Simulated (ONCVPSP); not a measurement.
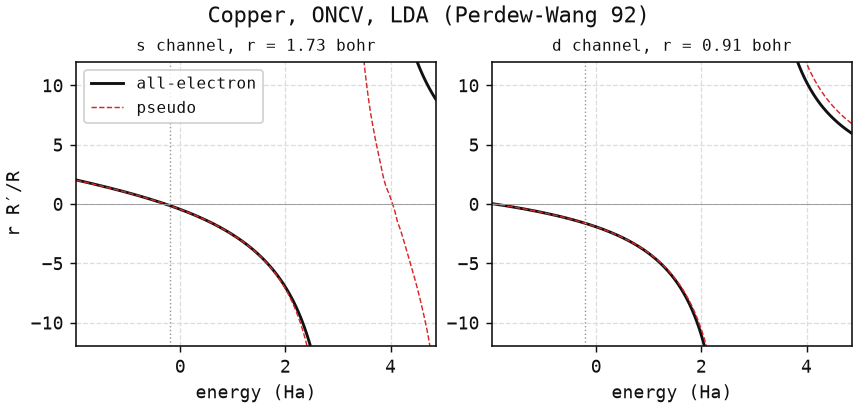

Fig. 1: Logarithmic derivatives r R′/R at the test radius against energy, all-electron atom (solid) and pseudo-atom (dashed). Here R(r) is the radial function. The dotted line marks the reference energy of the channel. Not drawn: p: not judged, the stored energies step over a narrow level; f: not judged.

- Poles, where the radial function vanishes at the test radius: s: all-electron at 3.4 Ha, pseudo at 3.1 Ha; d: all-electron at 2.9 Ha, pseudo at 2.9 Ha.
- Zeros of the logarithmic derivative: s: all-electron -0.3 Ha, pseudo -0.3 and 4.0 Ha; d: all-electron -1.9 Ha, pseudo -1.9 Ha. The potential isn't sound: its ghost test gives GHOST(-) flagged for s at -160.6 eV, p at -47.6 eV; no localised positive-energy state flagged.

Pseudopotential generation for Cu

- system: copper (Cu, Z = 29), core [Ar], reference valence 3d10 4s0.75 4p0.25, valence charge 11.
- method: ONCV potential, LDA (Perdew-Wang 92), scalar-relativistic, made with ONCVPSP 4.0.1

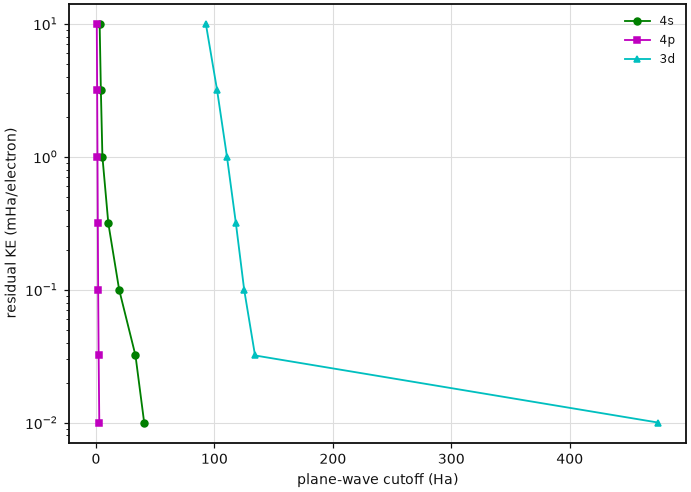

Fig. 2: Residual kinetic energy of the pseudo-waves (the first of each channel, and further valence shells) beyond the plane-wave cutoff, as the generator prints it.

- Cutoffs for the occupied states: 111 Ha for 1 mHa and 125 Ha for 0.1 mHa per electron. The first is set by 3d.
- Cutoffs for 1 mHa per electron: 3d: 111 Ha; 4s: 5.5 Ha; 4p: 1.3 Ha.
- Hardest wave at 1 mHa per electron: 3d, with rc = 0.90 bohr and qcut = 16.6 1/bohr. The optimisation minimises, but can't always remove, the kinetic energy above qcut²/2 = 137.8 Ha, and a larger rc would as a rule soften the wave at some cost in transferability.

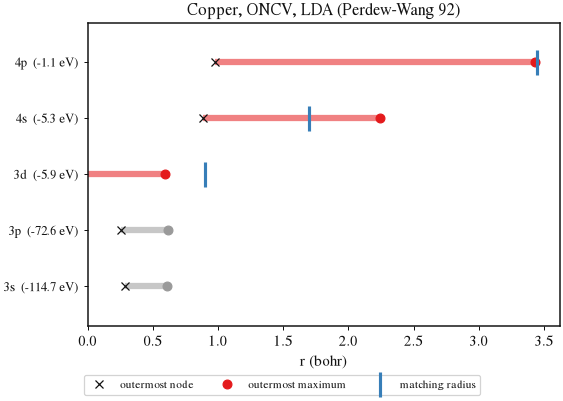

Fig. 3: Outer shells of the all-electron reference atom: each bar runs from the outermost node (or the nucleus) to the outermost maximum of u(r); the tick is the radius chosen for the pseudo-wave. Shells without a tick have no pseudo-wave of their own. Levels, nodes and maxima are from ld1.x, scalar-relativistic.

- Radii against the shells: 3d: 0.90 bohr, outside the maximum; 4s: 1.70 bohr, between node and maximum; 4p: 3.45 bohr, outside the maximum.

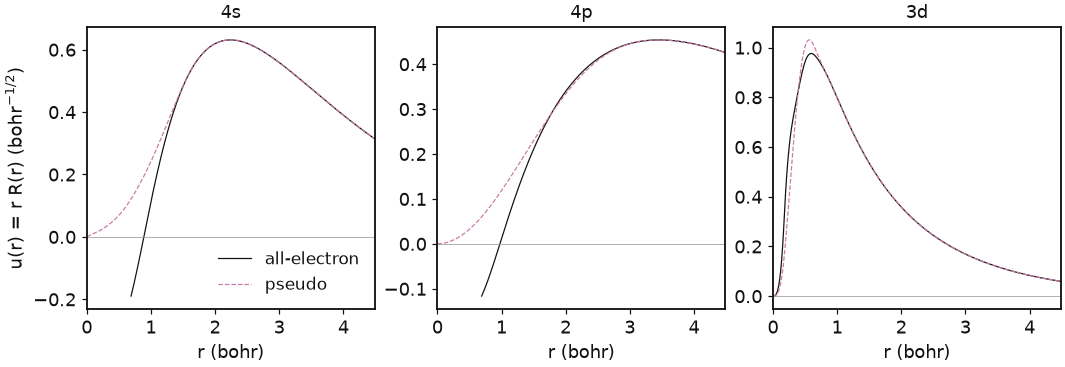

Fig. 4: Partial waves u(r) = r R(r), all-electron (solid) and pseudo (dashed). The innermost oscillations of some all-electron curves aren't drawn. Reference configuration 3d10 4s0.75 4p0.25.

- Matching radii: 4s at 1.70 bohr; 4p at 3.45 bohr; 3d at 0.90 bohr. The curves merge smoothly, so the plot gives these only roughly.
- Nodes of the pseudo-waves: 4s has no node; 4p has no node; 3d has no node.

Input and output of the run follow.

**Input file**
```
# ATOM AND REFERENCE CONFIGURATION
# atsym  z   nc   nv     iexc    psfile
  Cu 29.00    5    3  -001012      upf
#
#   n    l    f
    1    0    2.00
    2    0    2.00
    2    1    6.00
    3    0    2.00
    3    1    6.00
    3    2   10.00
    4    0    0.75
    4    1    0.25
#
# PSEUDOPOTENTIAL AND OPTIMIZATION
# lmax
    2
#
#   l,   rc,      ep,       ncon, nbas, qcut
    0    1.70    0.00    4    7    3.10
    1    3.45    0.00    4    9    2.10
    2    0.90    0.00    4    9   16.60
#
# LOCAL POTENTIAL
# lloc, lpopt,  rc(5),   dvloc0
    4    1    0.55    3.00
#
# VANDERBILT-KLEINMAN-BYLANDER PROJECTORs
# l, nproj, debl
    0    2    1.00
    1    2    1.30
    2    1    0.90
#
# MODEL CORE CHARGE
# icmod, fcfact, rcfact
    1    0.40    0.00
#
# LOG DERIVATIVE ANALYSIS
# epsh1, epsh2, depsh
   -2.00    5.00    0.02
#
# OUTPUT GRID
# rlmax, drl
    6.00    0.01
#
# TEST CONFIGURATIONS
# ncnf
    4
# nvcnf
#   n    l    f
    3
    3    2   10.00
    4    0    1.00
    4    1    0.00
#
    3
    3    2   10.00
    4    0    0.00
    4    1    0.00
#
    3
    3    2    9.00
    4    0    0.00
    4    1    0.00
#
    3
    3    2    9.00
    4    0    2.00
    4    1    0.00
#
```

Command:
```bash
oncvpsp.x < Cu.dat > Cu.out
```

**Log (extracts)**
```
ONCVPSP  (Optimized Norm-Conservinng Vanderbilt PSeudopotential)
scalar-relativistic version 4.0.1

#   n    l    f        energy (Ha)
    1    0    2.00    -3.2464137E+02
    2    0    2.00    -3.8988751E+01
    2    1    6.00    -3.3698163E+01
    3    0    2.00    -4.2164253E+00
    3    1    6.00    -2.6687512E+00
    3    2   10.00    -2.1704459E-01
    4    0    0.75    -1.9406681E-01
    4    1    0.25    -4.1681010E-02

Reference configufation results
  iterations    32
  all-electron total energy (Ha)   -1.65222584D+03

Begin loop to  construct optimized pseudo wave functions
and semi-local pseudopoentials for all angular momenta

   Wellstate for l =  0  n =  5
     eigenvalue =   0.8059
     asymptotic potential =   1.3059
     half-point radius =  4.0106

Calculating optimized projector #   1

 for l=   0

    Fraction of norm inside rc  0.138079
    Optimizing pswf for qcut=   3.09 a_B^-1,  ecut=   4.77 Ha
    Residual kinetic energy error=  1.62D-03 Ha

    Energy error per electron        Cutoff
         Ha          eV             Ha
         0.01000     0.27211        3.12
         0.00100     0.02721        5.45
         0.00010     0.00272       19.58
         0.00001     0.00027       40.71

Calculating optimized projector #   2

 for l=   0

    Fraction of norm inside rc  0.150800
    Optimizing pswf for qcut=   3.09 a_B^-1,  ecut=   4.77 Ha
    Residual kinetic energy error=  1.16D-02 Ha

    Energy error per electron        Cutoff
         Ha          eV             Ha
         0.01000     0.27211        5.68
         0.00100     0.02721       43.59
         0.00010     0.00272       57.64
         0.00001     0.00027       65.83

   Wellstate for l =  1  n =  6
     eigenvalue =   1.2583
     asymptotic potential =   1.7583
     half-point radius =  5.6675

Calculating optimized projector #   1

 for l=   1

    Fraction of norm inside rc  0.315359
    Optimizing pswf for qcut=   2.09 a_B^-1,  ecut=   2.19 Ha
    Residual kinetic energy error=  2.26D-05 Ha

    Energy error per electron        Cutoff
         Ha          eV             Ha
         0.01000     0.27211        0.69
         0.00100     0.02721        1.29
         0.00010     0.00272        1.85
         0.00001     0.00027        2.81

Calculating optimized projector #   2

 for l=   1

    Fraction of norm inside rc  0.299119
    Optimizing pswf for qcut=   2.09 a_B^-1,  ecut=   2.19 Ha
    Residual kinetic energy error=  1.87D-02 Ha

    Energy error per electron        Cutoff
         Ha          eV             Ha
         0.01000     0.27211        2.65
         0.00100     0.02721        3.94
         0.00010     0.00272       17.14
         0.00001     0.00027       28.75

Calculating optimized projector #   1

 for l=   2

    Fraction of norm inside rc  0.527800
    Optimizing pswf for qcut=  16.61 a_B^-1,  ecut= 137.87 Ha
    Residual kinetic energy error=  2.32D-05 Ha

    Energy error per electron        Cutoff
         Ha          eV             Ha
         0.01000     0.27211       92.77
         0.00100     0.02721      110.60
         0.00010     0.00272      125.12
         0.00001     0.00027      474.86

Construct Vanderbilt / Kleinmman-Bylander projectors

B matrix Hermiticity error, ll=   0
   1   2    3.6890E-05

  Orthonormal projector coefficients  2.1101E+01  2.8651E+00

B matrix Hermiticity error, ll=   1
   1   2   -1.9727E-05

  Orthonormal projector coefficients  5.3277E+00  1.9996E-01

Model core correction analysis
  based on d2Exc/dn_idn_j

d2excae - all-electron derivatives

   -2.416418D-02   -7.285777D-03   -2.420444D-03
   -7.283302D-03   -2.618694D-02   -1.248691D-02
   -2.420018D-03   -1.249405D-02   -6.794692D-03

d2excps - pseudofunction derivatives with no core correction

   -4.101293D-02   -8.012940D-03   -2.608138D-03
   -8.010422D-03   -2.686399D-02   -1.258906D-02
   -2.607736D-03   -1.259632D-02   -6.767142D-03

rms 2nd derivative error    5.632135E-03

Polynomial model core charge

d2excps - pseudofunction derivatives with core correction

   -3.043520D-02   -7.220719D-03   -2.417368D-03
   -7.218245D-03   -2.625720D-02   -1.242087D-02
   -2.416950D-03   -1.242798D-02   -6.717093D-03

rms 2nd derivative error    2.091090E-03

Pseudoatom total energy  -50.467428

Diagnostic tests using Vanderbilt-Kleinman-Bylander pseudopotentials
  1 or more projectors used as specified by nproj input data

   l    rcore       rmatch      e in        delta e   norm test  slope test

   0   1.7080042   1.7598629  -0.1940668   0.0000002   1.0000189   1.0000143
   0   1.7080042   1.7598629   0.8059332   0.0000080   1.0001350   1.0001350

   1   3.4597973   3.5648442  -0.0416810  -0.0000000   1.0000043   1.0000155
   1   3.4597973   3.5648442   1.2583190   0.0000078   1.0000485   1.0000485

   2   0.9005441   0.9278866  -0.2170446   0.0000095   1.0000066   1.0000076

 Testing for bound ghosts
   n   l    E NL Schr. Eq   E Basis Diag.   E Cutoff

       0                       -5.903669     63.58  WARNING - GHOST(-)
   1   0       -0.194067       -0.160635     63.58

       1                       -1.748313     32.88  WARNING - GHOST(-)
   2   1       -0.041681       -0.037065     32.88

   3   2       -0.217035       -0.175742    424.15

 Testing for highly-localized positive-energy ghosts
       l    <radius>/rc     E Basis Diag.   E Cutoff

Test configuration 0

   n   l     f        eae           eps        diff
   1   0  2.0000 -324.64137415
   2   0  2.0000  -38.98875082
   2   1  6.0000  -33.69816332
   3   0  2.0000   -4.21642526
   3   1  6.0000   -2.66875118
   3   2 10.0000   -0.21704459   -0.21703505    9.54D-06
   4   0  0.7500   -0.19406681   -0.19406657    2.44D-07
   4   1  0.2500   -0.04168101   -0.04168102   -1.33D-08

    Total energies and differences
      AE_ref= -1.65222584D+03  AE_tst= -1.65222584D+03  dif=  0.00D+00
      PS_ref= -5.04674276D+01  PS_tst= -5.04674276D+01  dif=  2.56D-13
      PSP excitation error= -2.56D-13

Test configuration 1

   n   l     f        eae           eps        diff
   1   0  2.0000 -324.61996195
   2   0  2.0000  -38.96871653
   2   1  6.0000  -33.67802090
   3   0  2.0000   -4.19494765
   3   1  6.0000   -2.64713068
   3   2 10.0000   -0.19566612   -0.19588777   -2.22D-04
   4   0  1.0000   -0.17853985   -0.17842605    1.14D-04

    Total energies and differences
      AE_ref= -1.65222584D+03  AE_tst= -1.65226354D+03  dif= -3.77D-02
      PS_ref= -5.04674276D+01  PS_tst= -5.05051171D+01  dif= -3.77D-02
      PSP excitation error= -1.15D-05

Test configuration 2

   n   l     f        eae           eps        diff
   1   0  2.0000 -324.93950587
   2   0  2.0000  -39.27851046
   2   1  6.0000  -33.98869132
   3   0  2.0000   -4.51415194
   3   1  6.0000   -2.96742625
   3   2 10.0000   -0.51474213   -0.51376771    9.74D-04

    Total energies and differences
      AE_ref= -1.65222584D+03  AE_tst= -1.65195377D+03  dif=  2.72D-01
      PS_ref= -5.04674276D+01  PS_tst= -5.01948896D+01  dif=  2.73D-01
      PSP excitation error= -4.76D-04

Test configuration 3

psatom: WARNING lschvkbb convergence error n,l,iter=   2   1   3
ea(ii),et,emin,emax -4.168102E-02 -4.584913E-02 -4.584913E-02 -4.584913E-02
run_config: WARNING for fully non-local PS atom, stg. 1
 WARNING no output for configuration 4

Test configuration 4

   n   l     f        eae           eps        diff
   1   0  2.0000 -324.81129017
   2   0  2.0000  -39.18129372
   2   1  6.0000  -33.88838731
   3   0  2.0000   -4.38840659
   3   1  6.0000   -2.83605726
   3   2  9.0000   -0.35991576   -0.36824735   -8.33D-03
   4   0  2.0000   -0.22200894   -0.22047218    1.54D-03

    Total energies and differences
      AE_ref= -1.65222584D+03  AE_tst= -1.65218958D+03  dif=  3.63D-02
      PS_ref= -5.04674276D+01  PS_tst= -5.04269558D+01  dif=  4.05D-02
      PSP excitation error= -4.22D-03
```

**Key numbers**

- outcome: generated, with a ghost state
- cutoffs needed: 111 Ha and 125 Ha (the cutoffs at which the residual kinetic energy of the hardest occupied pseudo-wave falls to 1 and 0.1 mHa per electron)
- ghost test: GHOST(-) flagged for s at -160.6 eV, p at -47.6 eV; no localised positive-energy state flagged
- configuration tests: 1 of 4 tests not solved
- rms error of d²Exc/dni dnj: 5.63 mHa without and 2.09 mHa with the model core
- largest excitation error among the tests solved: -115 meV (all-electron minus pseudo) for 3d9 4s2 4p0
- range over which the phases arctan(r R′/R) at the test radius agree within 0.05 rad (a looser test near the poles than one of phase shifts): s: up to about 3.3 Ha; d: over the whole range computed; p: not judged, the stored energies step over a narrow level; f: not judged, local potential alone
- hardware: 1 CPU thread, shared host
- wall time: 3.4 s

**Notes**

The potential has a bound ghost state, so it can't be used as it stands. The scattering phases part by more than π/2 and stay apart in s from about 4.0 Ha: a level there is either far displaced or one that only the pseudo-atom has. Warnings of the program, in the generation or the tests: psatom: WARNING lschvkbb convergence error n,l,iter= 2 1 3.
